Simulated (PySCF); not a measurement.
SMILES C(C(C)C)[SeH] at its GFN2-xTB optimised geometry (Å):

```
15

C      0.8440    -1.4894    -0.2218
C      0.3456    -0.0620     0.0000
C      0.8967     0.5037     1.3036
C     -1.1780    -0.0620     0.0000
Se    -1.9822     1.7405     0.0000
H      0.4938    -2.1416     0.5758
H      1.9311    -1.5097    -0.2294
H      0.4867    -1.8831    -1.1709
H      0.6959     0.5626    -0.8311
H      0.5137     1.5084     1.4732
H      1.9822     0.5519     1.2704
H      0.6031    -0.1233     2.1431
H     -1.5700    -0.5407     0.8998
H     -1.5760    -0.5809    -0.8742
H     -1.3971     2.1416    -1.2612
```

Calculation: PySCF with CAM-B3LYP/def2-TZVP. Cells within 0.4 Å of a nucleus heavier than hydrogen are left out (blank, or x).

Map of the electron localisation function on the plane z = 0.0 Å:

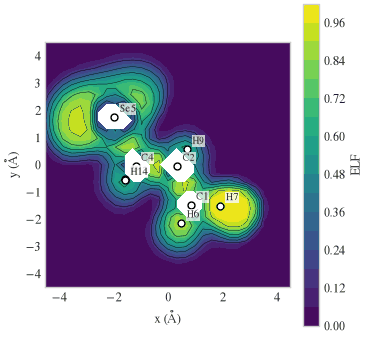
*Electron localisation function on the plane z = 0.0 Å.*
